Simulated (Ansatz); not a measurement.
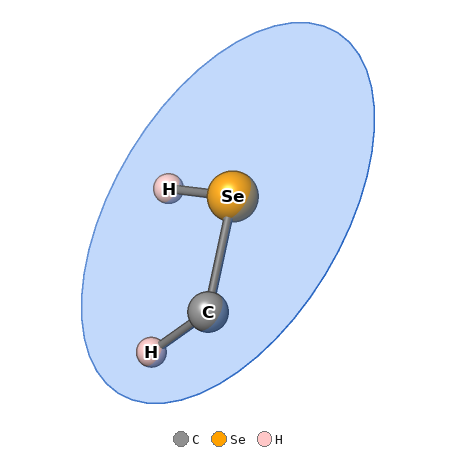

All proper rotation axes (lines) and mirror planes (discs) of the structure are drawn in. Distant atoms are faded towards the background colour. Computed geometry: PBE0-D4/def2-TZVP optimisation. No frequency run is at hand to confirm it as a minimum.

Name the symmetry elements and the point group.

It has 1 mirror plane. Point group Cs. The group has 2 operations. The geometry is achiral, and symmetry allows a dipole moment.
